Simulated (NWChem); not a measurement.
# One shape, several levels: SiH2Br2 (dibromosilane)

We compute a comparison of 3 runs (HF/STO-3G, HF/3-21G, B3LYP/6-31G*) of SiH2Br2 (dibromosilane). 

Program for the calculation: NWChem 7.3.0.

4 further runs of the same task are left out: 3 that didn't finish, 1 set aside as unsound or not needed. Runs told in other sessions of the task aren't counted.

## (1) The system as given

SiH2Br2: 5 atoms, total charge 0, spin state singlet. SMILES: `Br[SiH2]Br`. The shape is that of a PBE0-D4/def2-TZVP optimisation.

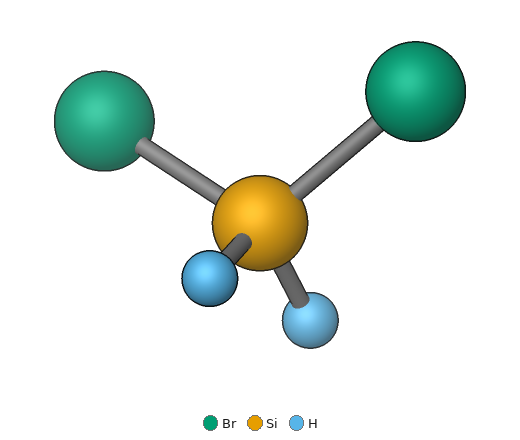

The structure, seen from a chosen angle (bromine teal, silicon amber, hydrogen blue).

## (2) Energy and gradient at HF/STO-3G (run 1)

job.nw

```
start job
memory 2200 mb
charge 0

geometry noautosym nocenter noautoz
Br      -1.672690      -1.239290       0.362310
Si       0.158230      -0.046290       0.054680
Br      -0.295570       1.814160      -1.042010
H        1.103430      -0.843230      -0.751710
H        0.706590       0.314640       1.376730
end

basis spherical bse
* library STO-3G
end

scf
thresh 1e-08
maxiter 80
end

task scf gradient
```

Command:

```bash
nwchem job.nw > job.out
```

What it wrote:

```text
[...]
  functions       =    47
[...]
  wavefunction    = RHF
[...]
         Total SCF energy =  -5376.191932295698
      One-electron energy =  -8419.164024705073
      Two-electron energy =   2594.692797118102
 Nuclear repulsion energy =    448.279295291273
        Time for solution =      3.6s
[...]
                         RHF ENERGY GRADIENTS
    atom               coordinates                        gradient
                 x          y          z           x          y          z
   1 Br     -3.160926  -2.341919   0.684667   -0.001486  -0.000311  -0.000108
   2 Si      0.299011  -0.087475   0.103330   -0.020944   0.006108  -0.007229
   3 Br     -0.558546   3.428265  -1.969113   -0.000877   0.000982  -0.000697
   4 H       2.085180  -1.593474  -1.420526    0.015484  -0.014565  -0.016527
   5 H       1.335261   0.594583   2.601642    0.007823   0.007786   0.024561
[...]
```

Run time: 5.7 s. Hardware: 1 thread of Intel Xeon at 2.60GHz (Ice Lake), shared host; peak memory 0.1 GiB.

## (3) Energy and gradient at HF/3-21G (run 2)

nw.nw

```
START nw
TITLE "Br2H2Si hf"
memory stack 880 mb heap 220 mb global 1100 mb

GEOMETRY units angstrom noautosym nocenter noautoz
 Br   -1.672690   -1.239290    0.362310
 Si    0.158230   -0.046290    0.054680
 Br   -0.295570    1.814160   -1.042010
 H     1.103430   -0.843230   -0.751710
 H     0.706590    0.314640    1.376730
END

BASIS spherical bse
 Br library 3-21G
 Si library 3-21G
 H library 3-21G
END

SCF
 thresh 1e-08
 maxiter 80
END

TASK scf gradient
```

Command:

```bash
nwchem nw.nw > nw.out
```

What it wrote:

```text
[...]
  functions       =    61
[...]
  wavefunction    = RHF
[...]
         Total SCF energy =  -5408.704816755035
      One-electron energy =  -8435.427824090708
      Two-electron energy =   2578.443712044400
 Nuclear repulsion energy =    448.279295291273
        Time for solution =      3.9s
[...]
                         RHF ENERGY GRADIENTS
    atom               coordinates                        gradient
                 x          y          z           x          y          z
   1 Br     -3.160926  -2.341919   0.684667    0.028878   0.020709  -0.005881
   2 Si      0.299011  -0.087475   0.103330   -0.035329   0.010317  -0.012200
   3 Br     -0.558546   3.428265  -1.969113    0.005664  -0.030819   0.017821
   4 H       2.085180  -1.593474  -1.420526    0.000773  -0.001212  -0.001907
   5 H       1.335261   0.594583   2.601642    0.000014   0.001004   0.002167
[...]
```

It took 6 s on 1 thread of Intel Xeon at 2.60GHz (Ice Lake), shared host; peak memory 0.1 GiB.

## (4) Energy and gradient at B3LYP/6-31G(d) (Cartesian functions) (run 3)

work.nw

```
start work
title "Br2H2Si"
memory total 2200 mb
charge 0

geometry units bohr noautosym nocenter noautoz
   Br -3.16092599 -2.34191869  0.68466667
   Si  0.29901136 -0.08747542  0.10333022
   Br -0.55854635  3.42826555 -1.96911352
   H   2.08518050 -1.59347376 -1.42052603
   H   1.33526158  0.59458343  2.60164265
end

basis cartesian
   * library 6-31G*
end

dft
   xc b3lyp
   mult 1
   grid fine
   convergence energy 1e-08
   maxiter 100
   mulliken
   print medium
end

task dft gradient
```

Command:

```bash
nwchem work.nw > work.out
```

What it wrote:

```text
[...]
          Wavefunction type:  closed shell.
          No. of atoms     :     5
          No. of electrons :    86
[...]
          Charge           :     0
          Spin multiplicity:     1
[...]
          AO basis - number of functions:    93
[...]
              XC Information
              --------------
                         B3LYP Method XC Potential
                     Hartree-Fock (Exact) Exchange  0.200
                        Slater Exchange Functional  0.800 local
                    Becke 1988 Exchange Functional  0.720 non-local
              Lee-Yang-Parr Correlation Functional  0.810
                  VWN I RPA Correlation Functional  0.190 local
[...]
 d= 0,ls=0.0,diis     1  -5438.4851639083 -5.89D+03  1.45D-02  2.76D+00     4.7
[...]
 d= 0,ls=0.0,diis     8  -5438.5464115149 -1.60D-09  1.76D-06  1.55D-08    23.5
         Total DFT energy =    -5438.546411514893
      One electron energy =    -8459.746911070446
           Coulomb energy =     2777.248442261631
    Exchange-Corr. energy =     -204.327205739372
 Nuclear repulsion energy =      448.279263033294
[...]
      Total Density - Mulliken Population Analysis
     ---------------------------------------------
    Atom       Charge   Shell Charges
 -----------   ------   -------------------------------------------------------
    1 Br  35    35.21   2.00  1.99  6.00  1.93  5.99  1.62  3.87  0.38  1.36  7.02  2.95  0.12
    2 Si  14    13.54   2.00  1.99  5.96  1.08  1.83  0.21  0.28  0.18
    3 Br  35    35.21   2.00  1.99  6.00  1.93  5.99  1.62  3.87  0.38  1.36  7.02  2.95  0.12
    4 H    1     1.03   0.51  0.52
    5 H    1     1.03   0.51  0.52
[...]
  wavefunction    = closed shell
                         DFT ENERGY GRADIENTS
    atom               coordinates                        gradient
                 x          y          z           x          y          z
   1 Br     -3.160926  -2.341919   0.684667    0.007219   0.005715  -0.001763
   2 Si      0.299011  -0.087475   0.103330   -0.006654   0.001940  -0.002297
   3 Br     -0.558546   3.428266  -1.969114    0.000996  -0.008130   0.004608
   4 H       2.085181  -1.593474  -1.420526   -0.000823   0.000361  -0.000046
   5 H       1.335262   0.594583   2.601643   -0.000738   0.000113  -0.000502
[...]
```

Run time: 34 s. Hardware: 1 thread of Intel Xeon at 2.60GHz (Ice Lake), shared host; peak memory 0.12 GiB.

## (5) Overview of the runs

```csv
run,level,Cartesian functions,iteration cap,energy (Eh),dipole moment (D),HOMO energy (eV),LUMO energy (eV),wall time
1,HF/STO-3G,no,80,-5376.191932,2.27,-8.65,7.89,5.7 s
2,HF/3-21G,no,80,-5408.704817,2.12,-11.34,2.85,6 s
3,B3LYP/6-31G* (Cartesian functions),yes,100,-5438.546412,1.39,-8.32,-0.88,34 s
```

## (6) Results

| quantity | value |
| --- | --- |
| run 3: total energy | -5438.54641 Eh |
| run 3: dipole moment | 1.39 D |
| run 3: HOMO energy | -8.32 eV |
| run 3: LUMO energy | -0.88 eV |
| run 3: HOMO–LUMO gap | 7.44 eV |
| run 3: largest force on an atom | 0.483 eV/Å |

**Reading.** The dipole moment (its size) runs from 1.39 D (B3LYP/6-31G*) to 2.27 D (HF/STO-3G). The two ends differ in method and basis. The HOMO–LUMO gap runs from 7.44 eV (B3LYP/6-31G*) to 16.54 eV (HF/STO-3G). In run 1 the basis is minimal, so the values are rough. All runs together took 46 s, the longest 34 s.
